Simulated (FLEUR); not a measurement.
Convergence study of the k-point mesh for Pb (Fm-3m, 1 atom in the cell)

```
Pb
1.0
    0.00000     2.46758     2.46758
    2.46758     0.00000     2.46758
    2.46758     2.46758     0.00000
Pb
1
Cartesian
  0.00000   0.00000   0.00000
```

Method of the run: PBE, all-electron FLAPW (FLEUR), scalar-relativistic valence.

Base settings: Kmax = 3.8 1/bohr; GmaxXC = 11.4 1/bohr; xcFunctional = pbe; jspins = 1; l_soc = F; mode = hist; fermiSmearingEnergy = 0.00367493 Htr; mesh (inpgen div1-3) = 8 8 8; inpgen gamma flag = true; Gmax = 11.4 1/bohr.

Moved along: kpt_gamma.

The second cell is the first with its lattice scaled by 0.98.

Only quantities that move along the ladder and can be compared are tabulated.

The starting cell has typed, rounded lattice constants, without a prior relaxation at this level. Its lattice was rescaled by up to half a per cent. Values depend on the basis (sphere radii, cutoffs, local orbitals), which need not be converged.

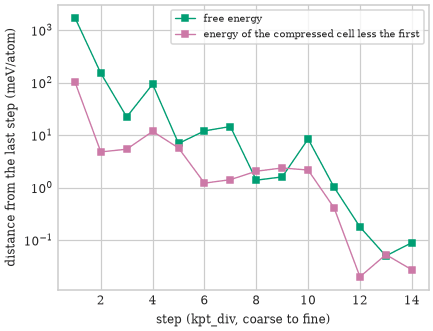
Figure: Distance from the last step along the ladder; very small values are drawn at a floor.

```tsv
kpt_div	free energy less the last step's (meV/atom)	energy of the compressed cell less the first (meV/atom)
2 2 2	-1747.49	-51.80
4 4 4	151.81	47.62
5 5 5	22.26	47.01
6 6 6	93.77	64.23
7 7 7	-6.95	58.11
8 8 8	-12.07	53.63
9 9 9	-14.60	50.99
10 10 10	1.39	50.36
11 11 11	-1.60	50.04
12 12 12	8.47	54.58
16 16 16	-1.02	52.00
20 20 20	-0.18	52.43
22 22 22	0.05	52.36
28 28 28	-0.09	52.39
34 34 34	0.00	52.41
```

Coarsest kpt_div that holds the energy of the compressed cell less the first within 0.2 meV/atom of the last step, with all finer ones: 20 20 20; the step before is off by 0.41 meV/atom.

Coarsest kpt_div that holds the free energy within 5 meV/atom of the last step, with all finer ones: 16 16 16; the step before is off by 8.5 meV/atom.

The energy difference between the two cells stays within 1 meV/atom of the last step's from 16 16 16 on, the total only from 20 20 20 on: much of the error is common to both cells and cancels.

Left out of this page: 1 run of the series failed or unconverged.
